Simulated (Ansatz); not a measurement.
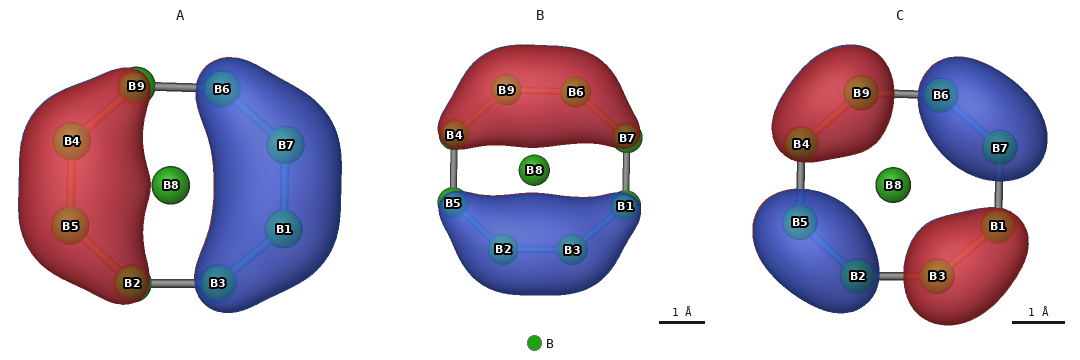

Figure. B8···B (doublet). Three frontier orbitals at ±0.08 Å⁻³ᐟ² (red and blue are the two phases), in no order.

Geometry: PBE-D4/def2-SVP.

These are results of UKS PBE0-D4/def2-TZVP (Ansatz 0.2.0), not measurements.

```yaml
atoms:
  - { symbol: B, position_ang: [1.5722, 1.3793, 0.1549] }
  - { symbol: B, position_ang: [-1.3071, 1.4222, -0.2830] }
  - { symbol: B, position_ang: [0.1499, 1.9237, -0.0926] }
  - { symbol: B, position_ang: [-1.5373, -1.3672, -0.1508] }
  - { symbol: B, position_ang: [-2.0419, 0.0676, -0.3133] }
  - { symbol: B, position_ang: [1.3137, -1.3938, 0.2829] }
  - { symbol: B, position_ang: [2.0799, -0.0560, 0.3180] }
  - { symbol: B, position_ang: [-0.1019, -0.0350, -0.0135] }
  - { symbol: B, position_ang: [-0.1275, -1.9409, 0.0975] }
```

Which picture is the HOMO−1, the HOMO and the LUMO? All are α orbitals.

Answer. B is the HOMO−1 (α) (−7.11 eV). Its weight (Hirshfeld) is mainly on B2 (about 20 %), B9 (about 20 %), B3 (about 20 %) and B6 (about 20 %); it changes sign across the molecular plane (π type); π-bonding across B2–B3 and B6–B9. A is the HOMO (α) (−6.68 eV). Its weight (Hirshfeld) is mainly on B1 (about 20 %), B7 (about 20 %), B4 (about 15 %), B5 (about 15 %), B3 (about 5 %) and B6 (about 5 %); it changes sign across the molecular plane (π type); π-bonding across B1–B3, B1–B7, B4–B5 and B6–B7. C is the LUMO (α) (−2.32 eV). It lies mainly on B3 (about 15 %), B6 (about 15 %), B2 (about 10 %), B9 (about 10 %), B1 (about 10 %) and B7 (about 10 %); it changes sign across the molecular plane (π type); π-bonding across B1–B3, B2–B5, B4–B9 and B6–B7; π-antibonding (a node) across B1–B7, B2–B3, B4–B5 and B6–B9.

What is the gap between the highest occupied and lowest empty α orbitals?

Answer. 4.36 eV between the orbital energies.
